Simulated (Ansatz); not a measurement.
# One shape, several levels: singlet Si2NH5F+

Aim: a comparison of 6 runs (B2PLYP/6-31G*, PBE-QIDH/6-31G*, r2SCAN/6-31G*, r2SCAN0/6-31G*, wB97X/6-31G*, CCSD(T)/6-31G*) of singlet Si2NH5F+. 

The calculation is run with Ansatz 0.2.0.

74 further runs of the same task are left out: 74 set aside as unsound or not needed.

## Step 1: Starting point

The species is Si2NH5F+ (9 atoms), meant as a singlet with charge +1. As SMILES of the parent species, `F[SiH2]N[SiH2]`. The shape is that of a PBE0-D4/def2-TZVP optimisation. This is one conformer, not always the lowest. That shape belongs to the parent species and isn't relaxed for this state.

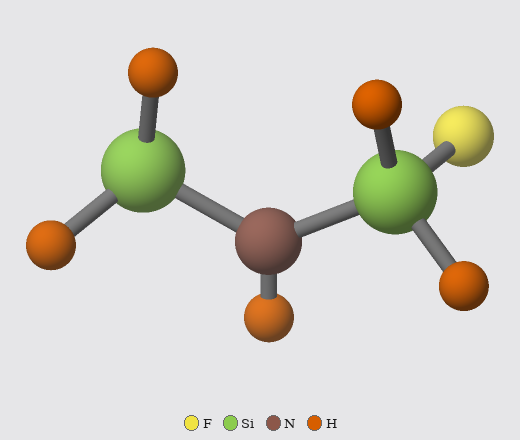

The structure, seen from a chosen angle (fluorine yellow, silicon green, nitrogen brown, hydrogen orange).

## Step 2: A single-point energy at B2PLYP/6-31G(d) (spherical functions) (run 1)

job.yaml

```yaml
crystal:
  periodic: [false, false, false]
  atoms:
    - {symbol: F, position_ang: [-1.778200, 1.208900, -1.181800]}
    - {symbol: Si, position_ang: [-0.288000, 1.123600, -0.604900]}
    - {symbol: "N", position_ang: [0.241500, -0.491400, -0.403000]}
    - {symbol: Si, position_ang: [0.023600, -1.533600, 0.967900]}
    - {symbol: H, position_ang: [0.576300, 1.799100, -1.598800]}
    - {symbol: H, position_ang: [-0.302800, 1.779800, 0.718800]}
    - {symbol: H, position_ang: [0.600400, -0.942200, -1.234500]}
    - {symbol: H, position_ang: [-0.246300, -0.650000, 2.136200]}
    - {symbol: H, position_ang: [1.261800, -2.340700, 1.182700]}
basis:
  gaussian:
    orbitals: 6-31G_st_-spherical.json
total_charge: 1
hamiltonian:
  xc: {name: B2PLYP}
correlation:
  frozen_orbitals: {F: 1, H: 0, "N": 1, Si: 5}
accuracy: high
output: {orbitals: {seedname: orbitals}}
```

The basis set 6-31G* is read from a file made from the Basis Set Exchange's data (not shown).

Launch:

```bash
$ ansatz run job.yaml --threads 1 --pin off --max-ram 3480MiB --events-out events.jsonl --progress --plain --runs-dir runs
```

Output:

```text
Warning: RAYON_NUM_THREADS=1 ignored (pool sized by the plan → 1); use --threads N
Functional definition: B2PLYP
  name "B2PLYP"
  parameter a = 0.53
  parameter c = 0.27
  exchange = (1 - a)*b88_x + a*exact_x
  correlation = (1 - c)*lyp_c + c*(mp2_os + mp2_ss)
1685 factors; integrals over basis functions are off by at most 3.8e-9 eV
mean field evaluation 1: about -20009.6495 eV, gradient 7.5e1 eV
mean field evaluation 2: about -20009.7262 eV, gradient 7.5e1 eV
mean field evaluation 4: about -20019.9479 eV, gradient 1.6e1 eV
mean field evaluation 8: about -20020.6711 eV, gradient 8.2e-1 eV
mean field evaluation 16: about -20020.6736 eV, gradient 2.5e-4 eV
mean field -20020.67355690 eV, -735.7461827162 hartree, gradient 5.7e-8 eV, S^2 0.000000; 0 other end points of the search recorded, 0 dependent functions left out
12 core orbitals not correlated: weight in the atoms' cores, before any rotation towards them, 1.000 or more for the frozen orbitals, at most 0.000 for the correlated occupied ones
reference -20020.67358352 eV, -735.7461836945 hartree; 12, 12 occupied and 50, 50 virtual orbitals, 1685 factors
second order -16.45536334 eV of doubles, -0.00000000 eV of singles
Total energy: -20025.11653162 eV, -735.9094590257 hartree
```

Wall time 11 s (1 thread of Arm Neoverse V2, shared host); peak memory 0.24 GiB.

## Step 3: The energy at PBE-QIDH/6-31G(d) (spherical functions) (run 2)

run.yaml

```yaml
crystal:
  periodic: [false, false, false]
  atoms:
    - {symbol: F, position_ang: [-1.778200, 1.208900, -1.181800]}
    - {symbol: Si, position_ang: [-0.288000, 1.123600, -0.604900]}
    - {symbol: N, position_ang: [0.241500, -0.491400, -0.403000]}
    - {symbol: Si, position_ang: [0.023600, -1.533600, 0.967900]}
    - {symbol: H, position_ang: [0.576300, 1.799100, -1.598800]}
    - {symbol: H, position_ang: [-0.302800, 1.779800, 0.718800]}
    - {symbol: H, position_ang: [0.600400, -0.942200, -1.234500]}
    - {symbol: H, position_ang: [-0.246300, -0.650000, 2.136200]}
    - {symbol: H, position_ang: [1.261800, -2.340700, 1.182700]}
basis:
  gaussian:
    orbitals: 6-31G_st_-spherical.json
total_charge: 1
hamiltonian:
  xc: {name: PBE-QIDH}
correlation:
  frozen_orbitals: {F: 1, H: 0, "N": 1, Si: 5}
accuracy: high
output: {orbitals: {seedname: orbitals}}
```

The basis set 6-31G* is read from a file made from the Basis Set Exchange's data (not shown).

Launch:

```bash
$ ansatz run run.yaml --threads 1 --pin off --max-ram 3480MiB --events-out events.jsonl --progress --plain --runs-dir runs
```

Output, cut to the lines that bear on the results:

```text
Warning: RAYON_NUM_THREADS=1 ignored (pool sized by the plan → 1); use --threads N
Functional definition: PBE-QIDH
  name "PBE-QIDH"
[...]
1685 factors; integrals over basis functions are off by at most 3.8e-9 eV
[...]
mean field -20012.69450420 eV, -735.4529579378 hartree, gradient 3.2e-8 eV, S^2 0.000000; 0 other end points of the search recorded, 0 dependent functions left out
12 core orbitals not correlated: weight in the atoms' cores, before any rotation towards them, 1.000 or more for the frozen orbitals, at most 0.000 for the correlated occupied ones
reference -20012.69450540 eV, -735.4529579817 hartree; 12, 12 occupied and 50, 50 virtual orbitals, 1685 factors
second order -15.11767878 eV of doubles, -0.00000000 eV of singles
Total energy: -20017.73373165 eV, -735.6381461311 hartree
```

It took 11 s on 1 thread of Arm Neoverse V2, shared host; peak memory 0.24 GiB.

Runs 3 to 5 aren't shown in full; the table further down has their settings and results.

## Step 4: The energy at CCSD(T)/6-31G(d) (spherical functions) (run 6)

run.yaml

```yaml
crystal:
  periodic: [false, false, false]
  atoms:
    - {symbol: F, position_ang: [-1.778200, 1.208900, -1.181800]}
    - {symbol: Si, position_ang: [-0.288000, 1.123600, -0.604900]}
    - {symbol: "N", position_ang: [0.241500, -0.491400, -0.403000]}
    - {symbol: Si, position_ang: [0.023600, -1.533600, 0.967900]}
    - {symbol: H, position_ang: [0.576300, 1.799100, -1.598800]}
    - {symbol: H, position_ang: [-0.302800, 1.779800, 0.718800]}
    - {symbol: H, position_ang: [0.600400, -0.942200, -1.234500]}
    - {symbol: H, position_ang: [-0.246300, -0.650000, 2.136200]}
    - {symbol: H, position_ang: [1.261800, -2.340700, 1.182700]}
basis:
  gaussian: {orbitals: 6-31G_st_-spherical.json}
total_charge: 1
correlation: {method: ccsd_t, frozen_orbitals: {F: 1, H: 0, "N": 1, Si: 5}}
accuracy: high
scf: {omitted_lower_state_checks: [cluster_reference, increment]}
```

The basis set 6-31G* is read from a file made from the Basis Set Exchange's data (not shown).

Launch:

```bash
$ ansatz run run.yaml --threads 1 --pin off --max-ram 3480MiB --events-out events.jsonl --progress --plain --runs-dir runs
```

Output, cut to the lines that bear on the results:

```text
Warning: RAYON_NUM_THREADS=1 ignored (pool sized by the plan → 1); use --threads N
Functional definition: HF
  name "HF"
[...]
1685 factors; integrals over basis functions are off by at most 3.8e-9 eV
[...]
mean field -19984.39752807 eV, -734.4130632455 hartree, gradient 8.4e-8 eV, S^2 0.000000; 0 other end points of the search recorded, 0 dependent functions left out
12 core orbitals not correlated: weight in the atoms' cores, before any rotation towards them, 1.000 or more for the frozen orbitals, at most 0.000 for the correlated occupied ones
reference -19984.39752807 eV, -734.4130632455 hartree; 12, 12 occupied and 50, 50 virtual orbitals, 1685 factors
second order -13.21251396 eV of doubles, -0.00000000 eV of singles
cycle   1  -13.60099538 eV  change   -3.9e-1 eV  update   1.1e-1
[...]
cycle  26  -14.18829466 eV  change   3.5e-10 eV  update   1.4e-9
perturbative correction -0.37206102 eV, -0.0136729903 hartree
Total energy: -19998.95788375 eV, -734.9481464473 hartree
Checks for a lower state left out: cluster_reference, increment
```

Run time: 11 s. Hardware: 1 thread of Arm Neoverse V2, shared host; peak memory 0.32 GiB.

## Step 5: Overview of the runs

```tsv
run	level	frozen core orbitals	energy (Eh)	HOMO energy (eV)	LUMO energy (eV)	HOMO–LUMO gap (eV)	wall time
1	B2PLYP/6-31G* (spherical functions)	12	-735.909459	-15.19	-8.83	6.37	11 s
2	PBE-QIDH/6-31G* (spherical functions)	12	-735.638146	-16.14	-8.33	7.81	11 s
3	r2SCAN/6-31G* (spherical functions)	–	-736.175687	-12.84	-10.71	2.13	13 s
4	r2SCAN0/6-31G* (spherical functions)	–	-736.147380	-14.13	-9.98	4.15	15 s
5	wB97X/6-31G* (spherical functions)	–	-736.254073	-16.26	-7.84	8.42	29 s
6	CCSD(T)/6-31G* (spherical functions)	12	-734.948146	–	–	–	11 s
```

## Step 6: Summary of results

| quantity | value |
| --- | --- |
| run 6: total energy | -734.94815 Eh |
| run 6: correlation energy (12 core orbitals frozen) | -535.1 mEh |
| run 6: (T) correction | -13.67 mEh |
| run 6: T1 diagnostic | 0.022 |

Over runs 1, 2, 3, 4, 5 the HOMO–LUMO gap runs from 2.13 eV (r2SCAN/6-31G*) to 8.42 eV (wB97X/6-31G*). Totals of different functionals can't be ranked against each other. All runs together took 90 s, the longest 29 s.
